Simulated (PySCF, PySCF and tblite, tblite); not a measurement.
**C2H7ClO2Si2: conformers and averaged spectra**

Aim: find the conformers of C2H7ClO2Si2 (`COC(=O)[SiH2][SiH2]Cl`), weigh them, and average their properties.

Programs: PySCF 2.14.0 with density-fitted response routines of our own, and tblite 0.8.0. All values are computed, except where a source is named. Atoms count from 0 throughout.

### 1 The molecule as given

14 atoms, charge 0, multiplicity 1; geometry from: MMFF94s geometry.

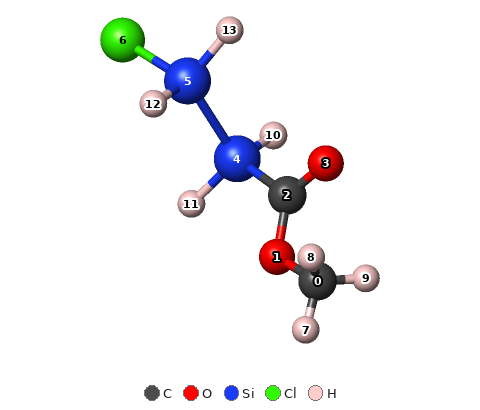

The starting geometry (carbon dark grey, oxygen red, silicon blue, chlorine green, hydrogen pink), atoms numbered.

### 2 GFN2-xTB relaxation, conformer 1

What the job is given:

```
{"job": {"xc": "GFN2-xTB", "basis": "xTB", "kind": "relax"}, "charge": 0, "multiplicity": 1}
C     -2.845700    -0.088700    -0.009100
O     -1.622100    -0.123200    -0.734000
C     -0.539200    -0.517100     0.031400
O     -0.587800    -0.790700     1.208800
Si     1.118300    -0.618200    -0.826600
Si     2.443700     0.859500     0.297800
Cl     4.278400     1.052400    -0.618900
H     -3.631500     0.231500    -0.699700
H     -2.795100     0.641200     0.806300
H     -3.111400    -1.079700     0.381200
H      1.688300    -2.000200    -0.809000
H      1.016700    -0.229600    -2.273100
H      1.851800     2.227700     0.325600
H      2.735000     0.434600     1.695500
```

Run with:

```console
OMP_NUM_THREADS=1 python ens_run.py task.json out
```

This one command runs the whole study; its stages follow in the order run.

Standard output:

```text
step      E/eV     max force
  0    -653.59223    1.854
  1    -653.69716    0.724
  2    -653.72772    0.469
  3    -653.73773    0.313
  4    -653.74790    0.263
  5    -653.75398    0.350
  6    -653.76093    0.268
  7    -653.76859    0.302
  8    -653.77448    0.207
  9    -653.77836    0.169
 10    -653.78064    0.122
 11    -653.78253    0.167
 12    -653.78471    0.177
 13    -653.78640    0.109
 14    -653.78724    0.068
 15    -653.78774    0.067
 16    -653.78832    0.072
 17    -653.78898    0.077
 18    -653.78956    0.073
 19    -653.79004    0.078
 20    -653.79059    0.075
 21    -653.79137    0.108
 22    -653.79222    0.102
 23    -653.79283    0.060
 24    -653.79322    0.046
 25    -653.79359    0.060
 26    -653.79403    0.073
 27    -653.79445    0.061
 28    -653.79471    0.039
 29    -653.79471    0.039
 30    -653.79480    0.032
 31    -653.79501    0.036
 32    -653.79505    0.040
 33    -653.79513    0.034
 34    -653.79526    0.026
 35    -653.79534    0.029
 36    -653.79550    0.032
 37    -653.79561    0.024
 38    -653.79571    0.026
 39    -653.79579    0.027
 40    -653.79588    0.032
 41    -653.79597    0.028
 42    -653.79606    0.028
 43    -653.79615    0.028
 44    -653.79626    0.029
 45    -653.79638    0.030
 46    -653.79651    0.030
 47    -653.79661    0.030
 48    -653.79671    0.036
 49    -653.79682    0.035
 50    -653.79695    0.034
 51    -653.79707    0.033
 52    -653.79716    0.023
 53    -653.79724    0.025
 54    -653.79732    0.023
 55    -653.79739    0.024
 56    -653.79745    0.023
 57    -653.79750    0.017
 58    -653.79754    0.018
 59    -653.79758    0.019
 60    -653.79763    0.024
 61    -653.79767    0.023
 62    -653.79772    0.016
 63    -653.79775    0.015
 64    -653.79780    0.020
 65    -653.79784    0.020
 66    -653.79789    0.021
 67    -653.79792    0.014
 68    -653.79794    0.015
 69    -653.79796    0.015
 70    -653.79798    0.012
 71    -653.79800    0.010
 72    -653.79801    0.009
 73    -653.79802    0.009
 74    -653.79803    0.008
 75    -653.79803    0.006
 76    -653.79804    0.006
 77    -653.79804    0.009
 78    -653.79805    0.007
 79    -653.79805    0.005
 80    -653.79805    0.005
 81    -653.79806    0.005
 82    -653.79806    0.007
 83    -653.79806    0.006
 84    -653.79807    0.005
 85    -653.79807    0.004
 86    -653.79807    0.007
 87    -653.79808    0.009
 88    -653.79808    0.009
 89    -653.79809    0.005
 90    -653.79809    0.005
 91    -653.79809    0.004
 92    -653.79810    0.006
 93    -653.79810    0.005
 94    -653.79810    0.002
```

Wall time 0.7 s (1 thread of Arm Neoverse V1, shared host).

Relaxing gained 0.206 eV and moved the atoms by 0.13 Å on average (rms).

**GFN2-xTB relaxation, conformer 2**

What the job is given:

```
{"job": {"xc": "GFN2-xTB", "basis": "xTB", "kind": "relax"}, "charge": 0, "multiplicity": 1}
C      2.649900    -0.514800     0.651000
O      1.460500     0.305300     0.671100
C      0.675800     0.163500    -0.411300
O      0.891100    -0.555300    -1.379200
Si    -0.907900     1.190200    -0.458000
Si    -2.599900    -0.322700    -0.180600
Cl    -2.479400    -1.238500     1.648500
H      2.378500    -1.567400     0.616700
H      3.206400    -0.333200     1.574300
H      3.269300    -0.240500    -0.194500
H     -0.945700     2.229700     0.608000
H     -1.073300     1.925400    -1.755800
H     -3.926400     0.355900    -0.203800
H     -2.599600    -1.398100    -1.208400
```

Standard output:

```text
step      E/eV     max force
  0    -653.59622    1.245
  1    -653.65958    1.034
  2    -653.69108    0.616
  3    -653.70387    0.316
  4    -653.71602    0.232
  5    -653.72339    0.285
  6    -653.73085    0.264
  7    -653.73763    0.271
  8    -653.74349    0.205
  9    -653.74715    0.175
 10    -653.74965    0.125
 11    -653.75207    0.182
 12    -653.75490    0.184
 13    -653.75706    0.137
 14    -653.75817    0.083
 15    -653.75887    0.074
 16    -653.75963    0.088
 17    -653.76044    0.083
 18    -653.76112    0.088
 19    -653.76169    0.088
 20    -653.76237    0.081
 21    -653.76325    0.083
 22    -653.76412    0.081
 23    -653.76474    0.051
 24    -653.76517    0.057
 25    -653.76562    0.084
 26    -653.76618    0.096
 27    -653.76672    0.070
 28    -653.76706    0.038
 29    -653.76706    0.038
 30    -653.76717    0.031
 31    -653.76741    0.036
 32    -653.76747    0.041
 33    -653.76757    0.031
 34    -653.76768    0.022
 35    -653.76774    0.024
 36    -653.76786    0.032
 37    -653.76795    0.026
 38    -653.76801    0.017
 39    -653.76805    0.015
 40    -653.76809    0.017
 41    -653.76813    0.019
 42    -653.76817    0.018
 43    -653.76822    0.020
 44    -653.76826    0.022
 45    -653.76832    0.021
 46    -653.76838    0.022
 47    -653.76843    0.021
 48    -653.76847    0.018
 49    -653.76852    0.018
 50    -653.76857    0.025
 51    -653.76862    0.025
 52    -653.76867    0.020
 53    -653.76870    0.014
 54    -653.76874    0.016
 55    -653.76878    0.018
 56    -653.76881    0.020
 57    -653.76883    0.014
 58    -653.76885    0.012
 59    -653.76887    0.013
 60    -653.76889    0.013
 61    -653.76891    0.013
 62    -653.76892    0.010
 63    -653.76894    0.011
 64    -653.76895    0.013
 65    -653.76897    0.013
 66    -653.76899    0.013
 67    -653.76900    0.009
 68    -653.76902    0.012
 69    -653.76903    0.013
 70    -653.76905    0.011
 71    -653.76907    0.011
 72    -653.76908    0.012
 73    -653.76909    0.010
 74    -653.76911    0.007
 75    -653.76912    0.008
 76    -653.76913    0.008
 77    -653.76913    0.008
 78    -653.76914    0.007
 79    -653.76915    0.005
 80    -653.76915    0.005
 81    -653.76915    0.006
 82    -653.76916    0.005
 83    -653.76916    0.004
 84    -653.76916    0.003
```

Run time: 0.6 s. Hardware: 1 thread of Arm Neoverse V1, shared host.

Relaxing gained 0.173 eV and moved the atoms by 0.12 Å on average (rms).

GFN2-xTB relaxation, conformer 3:

What the job is given:

```
{"job": {"xc": "GFN2-xTB", "basis": "xTB", "kind": "relax"}, "charge": 0, "multiplicity": 1}
C      2.262300     0.983100    -0.111700
O      1.103200     0.156900    -0.055900
C      0.656000    -0.236000     1.145400
O      1.178200     0.057800     2.189300
Si    -0.917900    -1.295800     0.862800
Si    -2.273200    -0.127900    -0.613700
Cl    -2.172900     1.866300    -0.274400
H      2.817800     0.694600    -1.030700
H      2.877200     0.816200     0.803200
H      1.945600     2.052600    -0.165100
H     -0.445100    -2.554800     0.275600
H     -1.460900    -1.594500     2.190400
H     -1.914100    -0.310600    -2.021700
H     -3.688400    -0.485900    -0.491900
```

Standard output:

```text
step      E/eV     max force
  0    -653.73818    0.766
  1    -653.75791    0.406
  2    -653.76540    0.211
  3    -653.76603    0.118
  4    -653.76650    0.085
  5    -653.76659    0.067
  6    -653.76665    0.024
  7    -653.76667    0.010
  8    -653.76667    0.007
  9    -653.76667    0.003
```

Wall time 0.07 s (1 thread of Arm Neoverse V1, shared host).

Relaxing gained 0.028 eV and moved the atoms by 0.01 Å on average (rms).

### 3 Shieldings, conformer 1: CAM-B3LYP/pcSseg-1 in cyclohexane

What the job is given:

```
{"job": {"xc": "CAM-B3LYP", "basis": "pcSseg-1", "solvent": "cyclohexane", "kind": "nmr", "pop": true}, "charge": 0, "multiplicity": 1}
C     -2.850059    -0.106641    -0.061287
O     -1.554497    -0.154859    -0.652651
C     -0.547353    -0.567052     0.120769
O     -0.683802    -0.886809     1.277542
Si     1.114657    -0.555003    -0.821493
Si     2.517932     0.904564     0.308924
Cl     4.281832     1.018271    -0.683001
H     -3.533433     0.215423    -0.842348
H     -2.855647     0.598721     0.772043
H     -3.127244    -1.093977     0.312637
H      1.584898    -1.946474    -0.802525
H      0.782276    -0.215146    -2.208694
H      2.016272     2.282043     0.379329
H      2.853490     0.506466     1.676710
```

Standard output:

```text
coarse grid: 13560 points
cycle   1  E = -1269.7473613916  dE =  8.571e-01  |g| = 9.321e-01  |ddm| = 3.309e+00
cycle   2  E = -1269.5820268863  dE =  1.653e-01  |g| = 1.380e+00  |ddm| = 1.390e+00
cycle   3  E = -1269.9130482816  dE = -3.310e-01  |g| = 1.732e-01  |ddm| = 8.421e-01
cycle   4  E = -1269.9176750586  dE = -4.627e-03  |g| = 7.861e-02  |ddm| = 1.454e-01
cycle   5  E = -1269.9186800679  dE = -1.005e-03  |g| = 1.505e-02  |ddm| = 4.784e-02
cycle   6  E = -1269.9187299641  dE = -4.990e-05  |g| = 4.145e-03  |ddm| = 1.660e-02
cycle   7  E = -1269.9187343116  dE = -4.347e-06  |g| = 8.066e-04  |ddm| = 5.256e-03
final grid: 118040 points
cycle   8  E = -1269.9804482757  dE = -1.690e-05  |g| = 3.717e-03  |ddm| = 9.953e-03
cycle   9  E = -1269.9804478849  dE =  3.908e-07  |g| = 4.159e-03  |ddm| = 4.331e-03
cycle  10  E = -1269.9804508771  dE = -2.992e-06  |g| = 5.543e-04  |ddm| = 2.253e-03
cycle  11  E = -1269.9804509266  dE = -4.947e-08  |g| = 1.791e-04  |ddm| = 3.744e-04
cycle  12  E = -1269.9804509313  dE = -4.755e-09  |g| = 8.452e-05  |ddm| = 1.531e-04
cycle  13  E = -1269.9804509327  dE = -1.361e-09  |g| = 2.145e-05  |ddm| = 6.316e-05
cycle  14  E = -1269.9804509328  dE = -1.100e-10  |g| = 5.060e-06  |ddm| = 2.317e-05
converged SCF energy = -1269.9804509328

GIAO shielding tensors (ppm)
atom      isotropic    diamagn.    paramagn.     s11        s22        s33       span
  0 C      131.236     242.577    -111.341     98.623    118.209    176.876     78.253
  1 O      106.888     402.442    -295.554   -105.826    205.165    221.326    327.153
  2 C       -9.346     256.375    -265.721   -110.552     11.761     70.752    181.304
  3 O     -182.406     405.402    -587.808   -579.347   -267.024    299.154    878.500
  4 Si     424.750     880.890    -456.140    390.396    430.093    453.761     63.365
  5 Si     373.378     876.915    -503.536    325.688    351.965    442.481    116.793
  6 Cl    1063.311    1146.695     -83.384    999.188   1086.748   1103.995    104.807
  7 H       27.858      27.776       0.082     24.128     26.454     32.993      8.865
  8 H       27.847      29.377      -1.530     24.007     25.979     33.555      9.548
  9 H       27.700      28.111      -0.411     24.001     25.589     33.509      9.508
 10 H       27.584      28.898      -1.315     24.841     26.051     31.860      7.019
 11 H       27.551      29.582      -2.031     23.635     27.103     31.916      8.282
 12 H       26.521      29.044      -2.523     22.383     25.857     31.323      8.940
 13 H       26.444      28.481      -2.037     22.098     25.666     31.570      9.472
```

It took 33 s on 1 thread of Arm Neoverse V1, shared host; peak memory 0.97 GiB.

In short: HOMO -9.24 eV, LUMO 0.22 eV; dipole 2.62 D.

[end of part 1 of 2]
